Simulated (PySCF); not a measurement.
```xyz
15

C     2.0372    0.1919   -0.0545
C     0.7677   -0.5396    0.2691
O     0.7391   -1.6508    0.7931
N    -0.4194    0.0043   -0.0099
C    -0.5938    1.2925   -0.6191
Si   -1.6398   -1.1704    0.5181
H     2.0585    1.1499    0.4618
H     2.0962    0.3792   -1.1253
H     2.8876   -0.4081    0.2563
H    -0.1526    2.0825   -0.0053
H    -1.6589    1.4838   -0.7204
H    -0.1353    1.3265   -1.6112
H    -1.5870   -1.3202    1.9628
H    -2.8630   -0.4377    0.1502
H    -1.5410   -2.3758   -0.2876
```

Geometry: GFN2-xTB.

These are results of PBE0/pcSseg-1, SCF density, gas phase, non-relativistic in PySCF, not measurements.

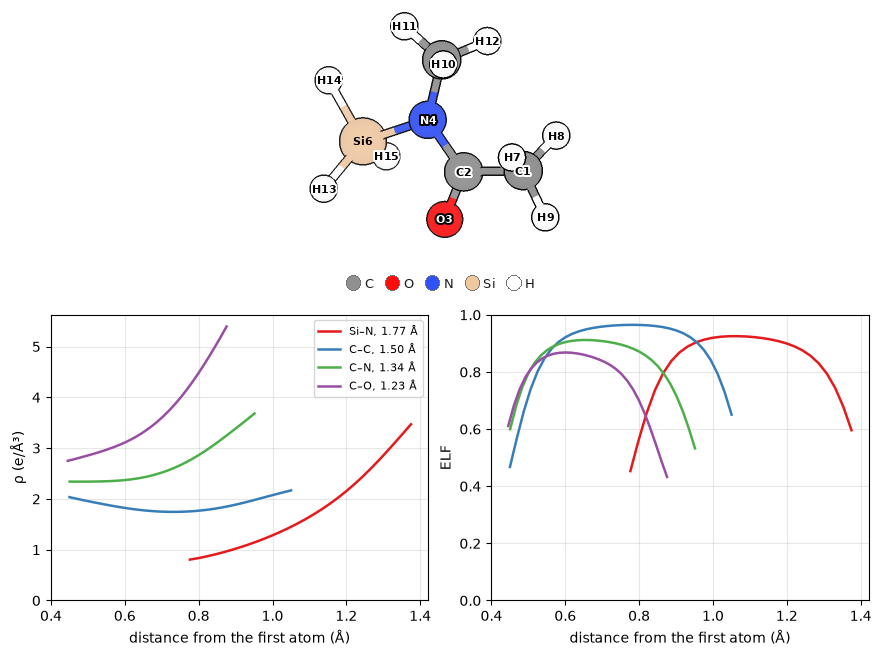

C$_{3}$H$_{9}$NOSi (SMILES CC(=O)N(C)[SiH3]). Total electron density and ELF along straight lines between neighbouring atoms. The curves leave out the atomic cores. The structure is drawn too.

> Compare the contacts.

Si–N (1.77 Å): ρ is about 0.99 e/Å³ halfway; the ELF peaks at about 0.95 between the atoms: a shared but strongly polarised pair.
C–C (1.50 Å): ρ at the midpoint is about 1.7 e/Å³; the ELF peaks at about 0.95 between the atoms (localised, covalent bonding).
C–N (1.34 Å): ρ at the midpoint is about 2.5 e/Å³; the ELF peaks at about 0.90 between the atoms; a covalent bond.
C–O (1.23 Å): ρ is about 3.2 e/Å³ halfway; the ELF peaks at about 0.85 between the atoms (a polar covalent bond).
